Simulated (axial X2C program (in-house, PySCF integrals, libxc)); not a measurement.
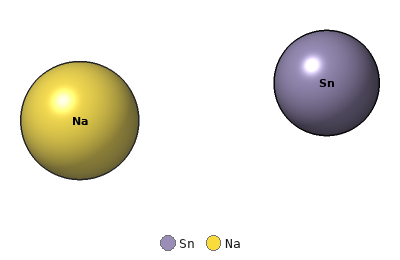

Figure 1. The molecule at the reference distance of 3.100 Å.

## Relativistic diatomic calculation, with input and output: SnNa⁻

System: SnNa⁻, single determinant with Ω = 1. The distance is the PBE0 minimum at charge −1.
Method: expectation values, HF and Kohn-Sham, two-component X2C with atomic mean-field Coulomb and Gaunt terms, Sn dyall-acv3z, Na dyall-av3z (cores contracted) (axial X2C program (in-house, PySCF integrals, libxc)).

## The input
```
{"zs": [50, 11], "q": -1, "bas": ["dyall-acv3z", "dyall-av3z"], "r0": 2.95, "levels": ["PBE0", "HF", "PBE50", "BHandHLYP", "LDA"], "nst": 3}
```

The line is the task of a batch: nuclear charges, charge, bases, the levels to run, a first guess of the distance and further settings. This report covers the levels named above. The log is that of the reference distance, started from orbitals converged before.

Launched within a batch (the task file carries these settings):
```bash
python <driver script> task.json out
```

## Output
```
two-component X2C + atomic mean field  PBE0
basis functions 221  fitting functions 1102  grid points 5088
iter        total energy     max residual
   1      -6336.083861099     5.47e-05
   2      -6336.083861115     1.57e-05
   3      -6336.083861123     2.57e-05
   4      -6336.083861126     6.45e-06
converged
one-electron -8911.66729333  Coulomb 2666.01297862  exact exchange -44.50272547  xc functional -136.27887746  nuclear repulsion 93.88627936  atomic mean-field constant -3.53422285
```

## Expectation values by level of theory

| quantity | PBE0 | HF | PBE50 | BHandHLYP | LDA |
| --- | --- | --- | --- | --- | --- |
| effective field for an electron dipole moment (GV/cm) | −2.19 | −3.86 | −2.72 | −2.53 | −1.29 |
| field gradient at the first nucleus (a.u.) | 0.0528 | 0.0459 | 0.140 | 0.0429 | −0.400 |
| field gradient at the second nucleus (a.u.) | −0.0669 | −0.140 | −0.0858 | −0.0746 | −0.0263 |
| A∥/gI, first nucleus (MHz) | −767 | −1060 | −824 | −662 | −611 |
| A∥/gI, second nucleus (MHz) | −87.9 | −65.9 | −91.4 | −104 | −68.1 |

Each column comes from one determinant with 2 or more unpaired spinors, which can mix states, in a basis with contracted cores. The levels disagree widely: the effective field runs from −3.86 to −1.29 GV/cm and the field gradient at the first nucleus runs from −0.400 to 0.140 a.u. They may not all have settled in the same state, and these values aren't reliable properties of the molecule.

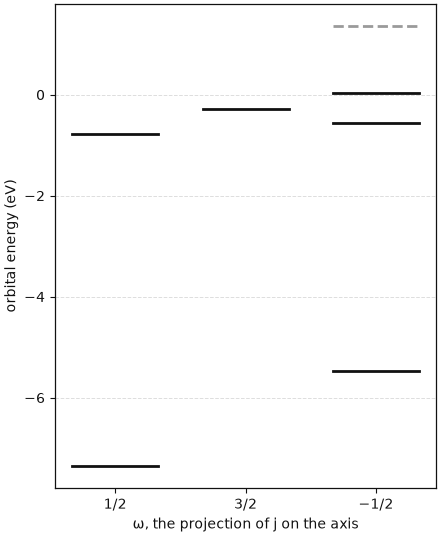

Figure 2. Orbital energies (PBE0) near the frontier at 3.10 Å, filled (solid) and empty (dashed). The highest filled spinor (−1/2; 57 % Na s, 24 % Sn p) lies at 0.03 eV, the lowest empty one (−1/2; 75 % Na p, 20 % Na s) at 1.36 eV. A filled level above zero is held only by the finite basis .

## Key numbers

- outcome: converged; the levels of theory disagree widely; a filled level lies above zero
- hardware: 1 thread of Arm Neoverse N1, 16 GiB of memory available, shared host
- wall time: 8 s
- peak memory: 0.48 GiB

## Remarks

The highest filled level (PBE0, up to 0.03 eV) lies above zero. That is common for anions, where the functional's self-interaction leaves the outer electrons unbound; only the finite basis holds them, so such levels depend on it.
